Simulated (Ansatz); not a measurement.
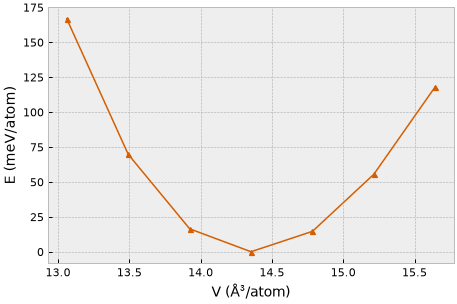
Figure. Os (bcc (W type), Im-3m) under volume change, PBEsol in the plane-wave PAW code Ansatz, scaled uniformly.

### Question
What does a third-order Birch–Murnaghan fit give for V₀, B₀ and B′?

### Answer
V₀ = 14.35 Å³/atom, B₀ = 383 GPa, B′ = 4.7.

The start of the workflow was typed in or built on a structure type; neither database checked (COD, Materials Project) lists it. It is not the phase usual at ambient conditions (space group No. 194). The cell was relaxed with PBEsol under the symmetry of its start. At this level the phase is mechanically unstable. The run is not spin-polarised. Spin–orbit coupling is left out wherever it is not named.

Potentials: the later of the program's two PAW sets.
